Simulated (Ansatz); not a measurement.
## Molecular dynamics, with input and output: NbHOF$_{4}$ (part 2 of 2)

NbHOF$_{4}$, SMILES [OH][Nb]([F])([F])([F])[F]; RKS r2SCAN-d4/def2-SVP (Ansatz 0.2.0). The geometry comes from this level: PBE0-D4/def2-TZVP.

Geometry of the input (Å):
```
O  0.0787  -1.3491  0.6292
Nb -0.0124  0.3238  -0.1728
F  1.7338  0.2072  -0.7509
F  -1.3790  -0.2067  -1.2885
F  -0.0930  2.0187  -0.9651
F  -0.4061  1.1335  1.4359
H  0.1391  -2.1957  1.0665
```

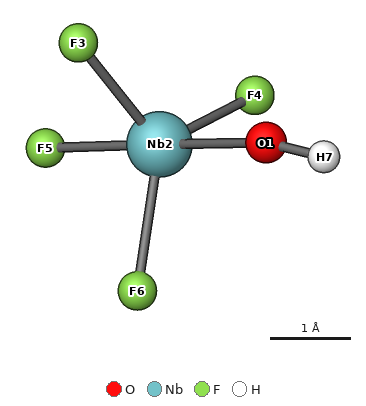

Figure 1. The geometry at step 13 of the log (ball-and-stick view, seen at a tilt; atoms are numbered from 1 in the order of the input).

### Trajectory as extended XYZ, continued
```
7
Properties=species:S:1:pos:R:3:forces:R:3 step=5 time_fs=2.5 energy=-14475.22227 temperature=959.8
O     0.0856   -1.3639    0.6394   -0.1270  -0.7066   0.4954
Nb   -0.0197    0.3268   -0.1765    0.8013  -0.0052   0.4318
F     1.7442    0.2036   -0.7694   -0.3947   0.0209   0.1226
F    -1.3723   -0.2340   -1.2895   -0.2578   0.0397  -0.2225
F    -0.0717    2.0456   -0.9603   -0.1102  -0.3365   0.1324
F    -0.4111    1.1366    1.4564    0.0248  -0.1234  -0.3166
H     0.0721   -2.2207    1.1308    0.0636   1.1110  -0.6432
7
Properties=species:S:1:pos:R:3:forces:R:3 step=6 time_fs=3.0 energy=-14475.21174 temperature=943.5
O     0.0869   -1.3672    0.6416   -0.1677  -0.5582   0.4425
Nb   -0.0211    0.3275   -0.1772    0.9460  -0.0241   0.5172
F     1.7462    0.2029   -0.7731   -0.5254   0.0264   0.1663
F    -1.3710   -0.2394   -1.2898   -0.2543   0.0654  -0.2205
F    -0.0675    2.0509   -0.9593   -0.1299  -0.4433   0.1770
F    -0.4120    1.1372    1.4604    0.0418  -0.1747  -0.4294
H     0.0589   -2.2195    1.1401    0.0895   1.1084  -0.6531
7
Properties=species:S:1:pos:R:3:forces:R:3 step=7 time_fs=3.5 energy=-14475.20224 temperature=928.7
O     0.0882   -1.3706    0.6439   -0.2017  -0.3000   0.3231
Nb   -0.0225    0.3281   -0.1779    1.0844  -0.0418   0.5977
F     1.7481    0.2022   -0.7767   -0.6518   0.0314   0.2091
F    -1.3698   -0.2449   -1.2901   -0.2488   0.0912  -0.2164
F    -0.0634    2.0561   -0.9583   -0.1496  -0.5477   0.2204
F    -0.4130    1.1378    1.4644    0.0581  -0.2245  -0.5390
H     0.0460   -2.2157    1.1479    0.1094   0.9914  -0.5949
7
Properties=species:S:1:pos:R:3:forces:R:3 step=8 time_fs=4.0 energy=-14475.19249 temperature=913.4
O     0.0895   -1.3740    0.6462   -0.2240   0.0583   0.1395
Nb   -0.0238    0.3287   -0.1785    1.2161  -0.0583   0.6730
F     1.7499    0.2015   -0.7804   -0.7735   0.0358   0.2510
F    -1.3686   -0.2503   -1.2905   -0.2411   0.1171  -0.2104
F    -0.0592    2.0613   -0.9573   -0.1693  -0.6492   0.2622
F    -0.4140    1.1384    1.4683    0.0737  -0.2728  -0.6451
H     0.0333   -2.2096    1.1543    0.1181   0.7691  -0.4701
7
Properties=species:S:1:pos:R:3:forces:R:3 step=9 time_fs=4.5 energy=-14475.18035 temperature=894.4
O     0.0908   -1.3774    0.6486   -0.2307   0.4972  -0.1002
Nb   -0.0252    0.3293   -0.1792    1.3409  -0.0736   0.7427
F     1.7517    0.2008   -0.7840   -0.8899   0.0398   0.2916
F    -1.3675   -0.2557   -1.2908   -0.2316   0.1432  -0.2026
F    -0.0550    2.0664   -0.9562   -0.1890  -0.7473   0.3023
F    -0.4150    1.1389    1.4721    0.0886  -0.3192  -0.7472
H     0.0209   -2.2016    1.1596    0.1118   0.4600  -0.2866
7
Properties=species:S:1:pos:R:3:forces:R:3 step=10 time_fs=5.0 energy=-14475.16386 temperature=868.8
O     0.0920   -1.3807    0.6509   -0.2200   0.9847  -0.3792
Nb   -0.0265    0.3299   -0.1798    1.4584  -0.0877   0.8066
F     1.7533    0.2002   -0.7875   -1.0005   0.0433   0.3308
F    -1.3663   -0.2612   -1.2912   -0.2206   0.1695  -0.1932
F    -0.0509    2.0713   -0.9551   -0.2087  -0.8415   0.3405
F    -0.4159    1.1393    1.4759    0.1025  -0.3634  -0.8449
H     0.0088   -2.1925    1.1641    0.0888   0.0951  -0.0606
7
Properties=species:S:1:pos:R:3:forces:R:3 step=11 time_fs=5.5 energy=-14475.14231 temperature=835.6
O     0.0932   -1.3838    0.6532   -0.1941   1.4742  -0.6699
Nb   -0.0277    0.3305   -0.1804    1.5686  -0.1007   0.8645
F     1.7548    0.1995   -0.7910   -1.1048   0.0464   0.3683
F    -1.3652   -0.2665   -1.2916   -0.2084   0.1959  -0.1827
F    -0.0468    2.0762   -0.9539   -0.2283  -0.9310   0.3766
F    -0.4169    1.1398    1.4795    0.1155  -0.4051  -0.9376
H    -0.0032   -2.1832    1.1685    0.0514  -0.2797   0.1808
7
Properties=species:S:1:pos:R:3:forces:R:3 step=12 time_fs=6.0 energy=-14475.11698 temperature=796.7
O     0.0943   -1.3868    0.6554   -0.1596   1.9074  -0.9351
Nb   -0.0289    0.3311   -0.1810    1.6711  -0.1125   0.9164
F     1.7562    0.1988   -0.7945   -1.2022   0.0491   0.4039
F    -1.3642   -0.2719   -1.2921   -0.1953   0.2224  -0.1713
F    -0.0427    2.0810   -0.9527   -0.2478  -1.0154   0.4103
F    -0.4178    1.1402    1.4830    0.1273  -0.4440  -1.0249
H    -0.0150   -2.1745    1.1734    0.0065  -0.6069   0.4008
7
Properties=species:S:1:pos:R:3:forces:R:3 step=13 time_fs=6.5 energy=-14475.09074 temperature=756.5
O     0.0955   -1.3895    0.6574   -0.1278   2.2246  -1.1336
Nb   -0.0301    0.3316   -0.1816    1.7657  -0.1234   0.9622
F     1.7574    0.1981   -0.7979   -1.2924   0.0516   0.4373
F    -1.3631   -0.2772   -1.2925   -0.1818   0.2489  -0.1594
F    -0.0387    2.0856   -0.9515   -0.2671  -1.0941   0.4414
F    -0.4187    1.1405    1.4864    0.1380  -0.4798  -1.1064
H    -0.0268   -2.1673    1.1792   -0.0347  -0.8278   0.5584
7
Properties=species:S:1:pos:R:3:forces:R:3 step=14 time_fs=7.0 energy=-14475.06665 temperature=719.3
O     0.0966   -1.3918    0.6593   -0.1118   2.3820  -1.2315
Nb   -0.0312    0.3322   -0.1821    1.8522  -0.1334   1.0022
F     1.7584    0.1975   -0.8013   -1.3750   0.0538   0.4685
F    -1.3621   -0.2825   -1.2930   -0.1680   0.2755  -0.1473
F    -0.0347    2.0901   -0.9502   -0.2862  -1.1667   0.4699
F    -0.4196    1.1407    1.4896    0.1475  -0.5124  -1.1818
H    -0.0386   -2.1621    1.1863   -0.0587  -0.8987   0.6200
7
Properties=species:S:1:pos:R:3:forces:R:3 step=15 time_fs=7.5 energy=-14475.04616 temperature=687.5
O     0.0977   -1.3937    0.6610   -0.1222   2.3665  -1.2137
Nb   -0.0323    0.3328   -0.1827    1.9305  -0.1429   1.0364
F     1.7593    0.1968   -0.8046   -1.4499   0.0558   0.4973
F    -1.3611   -0.2878   -1.2935   -0.1541   0.3020  -0.1351
F    -0.0307    2.0945   -0.9488   -0.3051  -1.2333   0.4957
F    -0.4205    1.1409    1.4927    0.1558  -0.5417  -1.2510
H    -0.0506   -2.1590    1.1950   -0.0551  -0.8065   0.5704
7
Properties=species:S:1:pos:R:3:forces:R:3 step=16 time_fs=8.0 energy=-14475.02840 temperature=659.8
O     0.0988   -1.3953    0.6625   -0.1633   2.2008  -1.0896
Nb   -0.0333    0.3334   -0.1831    2.0005  -0.1520   1.0650
F     1.7600    0.1962   -0.8079   -1.5172   0.0576   0.5238
F    -1.3601   -0.2930   -1.2941   -0.1401   0.3285  -0.1227
F    -0.0268    2.0987   -0.9474   -0.3236  -1.2937   0.5188
F    -0.4214    1.1411    1.4956    0.1629  -0.5678  -1.3142
H    -0.0628   -2.1578    1.2050   -0.0194  -0.5734   0.4188
7
Properties=species:S:1:pos:R:3:forces:R:3 step=17 time_fs=8.5 energy=-14475.01095 temperature=632.6
O     0.0998   -1.3966    0.6638   -0.2312   1.9349  -0.8893
Nb   -0.0343    0.3340   -0.1836    2.0622  -0.1608   1.0883
F     1.7605    0.1955   -0.8110   -1.5771   0.0591   0.5480
F    -1.3591   -0.2982   -1.2946   -0.1259   0.3551  -0.1101
F    -0.0229    2.1027   -0.9459   -0.3416  -1.3484   0.5394
F    -0.4222    1.1411    1.4984    0.1690  -0.5908  -1.3714
H    -0.0750   -2.1581    1.2160    0.0446  -0.2490   0.1951
7
Properties=species:S:1:pos:R:3:forces:R:3 step=18 time_fs=9.0 energy=-14474.99157 temperature=602.5
O     0.1008   -1.3976    0.6650   -0.3165   1.6290  -0.6533
Nb   -0.0352    0.3345   -0.1840    2.1156  -0.1696   1.1064
F     1.7608    0.1949   -0.8141   -1.6298   0.0603   0.5700
F    -1.3582   -0.3033   -1.2951   -0.1112   0.3816  -0.0972
F    -0.0190    2.1065   -0.9443   -0.3592  -1.3977   0.5577
F    -0.4230    1.1411    1.5010    0.1741  -0.6109  -1.4230
H    -0.0870   -2.1589    1.2274    0.1270   0.1074  -0.0607
7
Properties=species:S:1:pos:R:3:forces:R:3 step=19 time_fs=9.5 energy=-14474.96962 temperature=568.7
O     0.1018   -1.3983    0.6662   -0.4065   1.3377  -0.4207
Nb   -0.0361    0.3351   -0.1844    2.1607  -0.1785   1.1193
F     1.7609    0.1943   -0.8172   -1.6759   0.0611   0.5901
F    -1.3572   -0.3084   -1.2957   -0.0958   0.4082  -0.0836
F    -0.0152    2.1102   -0.9426   -0.3762  -1.4419   0.5738
F    -0.4238    1.1410    1.5034    0.1783  -0.6285  -1.4692
H    -0.0988   -2.1595    1.2387    0.2154   0.4420  -0.3097
7
Properties=species:S:1:pos:R:3:forces:R:3 step=20 time_fs=10.0 energy=-14474.94629 temperature=532.8
O     0.1027   -1.3989    0.6672   -0.4894   1.1012  -0.2228
Nb   -0.0369    0.3357   -0.1848    2.1979  -0.1874   1.1271
F     1.7607    0.1937   -0.8201   -1.7155   0.0614   0.6082
F    -1.3563   -0.3135   -1.2963   -0.0796   0.4348  -0.0692
F    -0.0115    2.1137   -0.9409   -0.3927  -1.4816   0.5880
F    -0.4246    1.1408    1.5056    0.1818  -0.6437  -1.5104
H    -0.1101   -2.1590    1.2493    0.2975   0.7153  -0.5210
```

### Results in brief

```csv
quantity,value
outcome,finished
mean temperature over the second half,696 K
trajectory,"20 steps, 10 fs"
ensemble,nve
temperature in the input,1000 K
time step,0.5 fs
potential energy (last step),−14474.9463 eV
mean-field energy (last step),−14474.9156 eV
dispersion energy (last step),−0.0307 eV
SCF solution under orbital rotations (last step),stable
largest force (length of the vector) (last step),2.477 eV/Å
dipole moment (last step),3.30 D
hardware,"4 threads of Arm Neoverse V2, 23 GiB of memory available, shared host"
wall time,47 s (CPU time 3 min)
peak memory,0.45 GiB
```

### Notes

So short a trajectory is not equilibrated.
